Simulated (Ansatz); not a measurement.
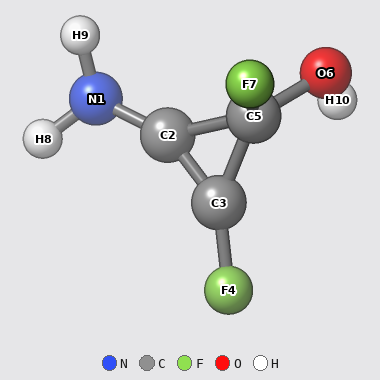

The system is C₃H₃F₂NO, SMILES NC1=C(F)C1(O)F; the picture shows the reference structure. First axis: dihedral C2–C5–O6–H10. Second axis: dihedral H8–N1–C2–C5. Nothing is relaxed (all other coordinates rigid). The scan uses a 10 × 10 grid. Points are written as (first, second). Energies: eV, counted from the relaxed molecule at the same level. Theory: RKS PBE0-D4/def2-SVP in Ansatz 0.2.0.

Its coordinates:

```xyz
10

N    -0.4977   -0.3483    1.6629
C    -0.1636   -0.3312    0.3540
C    -0.2777   -0.7270   -0.8999
F    -0.8635   -1.5665   -1.7326
C     0.6470    0.3594   -0.6949
O     0.4920    1.6728   -1.0788
F     1.9955    0.1620   -0.7020
H    -0.9604   -1.1760    2.0176
H     0.1576    0.0775    2.3051
H    -0.4462    1.8261   -1.2283
```

Range: dihedral C2–C5–O6–H10 from −180 to 144°; dihedral H8–N1–C2–C5 from −180 to 144°.

What landscape does the calculation give?

The lowest grid point is at (144°, −180°), 0.007 eV from the relaxed molecule at the same level. The bottom of the well lies between grid points, at about (130°, −165°), about 0.019 eV lower on the interpolated surface. Higher local minima lie near (144°, 0°) (0.010 eV above the lowest at that grid point); (−36°, −180°) (0.022 eV above the lowest at that grid point); (−36°, 0°) (0.067 eV above the lowest at that grid point). The highest grid point, (−108°, 108°), lies 0.536 eV above the lowest. On the interpolated surface the easiest way out of the lowest well to the well at about (−45°, −165°) passes a barrier of about 0.059 eV, counted from the interpolated bottom of the well. Round the minimum the two coordinates are nearly uncoupled.

| dihedral H8–N1–C2–C5 ↓, dihedral C2–C5–O6–H10 → | −180 | −144 | −108 | −72 | −36 | 0 | 36 | 72 | 108 | 144 |
| --- | --- | --- | --- | --- | --- | --- | --- | --- | --- | --- |
| 144 | 0.239 | 0.283 | 0.328 | 0.310 | 0.282 | 0.308 | 0.324 | 0.288 | 0.247 | 0.236 |
| 108 | 0.446 | 0.487 | 0.543 | 0.540 | 0.518 | 0.539 | 0.536 | 0.490 | 0.458 | 0.451 |
| 72 | 0.304 | 0.332 | 0.372 | 0.370 | 0.372 | 0.426 | 0.427 | 0.352 | 0.304 | 0.305 |
| 36 | 0.052 | 0.081 | 0.106 | 0.091 | 0.100 | 0.181 | 0.205 | 0.120 | 0.048 | 0.043 |
| 0 | 0.023 | 0.062 | 0.094 | 0.075 | 0.074 | 0.143 | 0.177 | 0.112 | 0.037 | 0.017 |
| −36 | 0.228 | 0.272 | 0.323 | 0.317 | 0.305 | 0.349 | 0.371 | 0.323 | 0.263 | 0.235 |
| −72 | 0.406 | 0.440 | 0.495 | 0.499 | 0.490 | 0.532 | 0.541 | 0.489 | 0.444 | 0.423 |
| −108 | 0.284 | 0.305 | 0.338 | 0.330 | 0.332 | 0.400 | 0.421 | 0.352 | 0.300 | 0.293 |
| −144 | 0.052 | 0.074 | 0.093 | 0.069 | 0.067 | 0.142 | 0.180 | 0.115 | 0.053 | 0.048 |
| −180 | 0.014 | 0.049 | 0.074 | 0.046 | 0.029 | 0.083 | 0.118 | 0.070 | 0.015 | 0.007 |

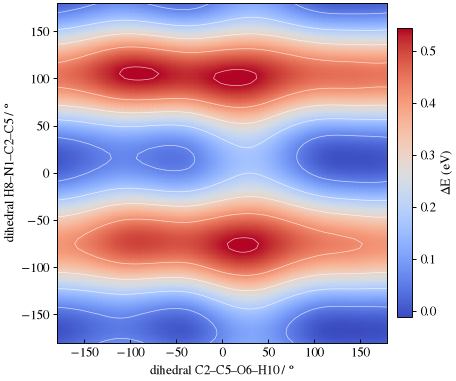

In the figure: a smooth colour map with a few white contour lines. Between grid points the surface is interpolated.

Time for the 100 points that were run: 11 min on 1 thread of Arm Neoverse V1, with other jobs on the host.
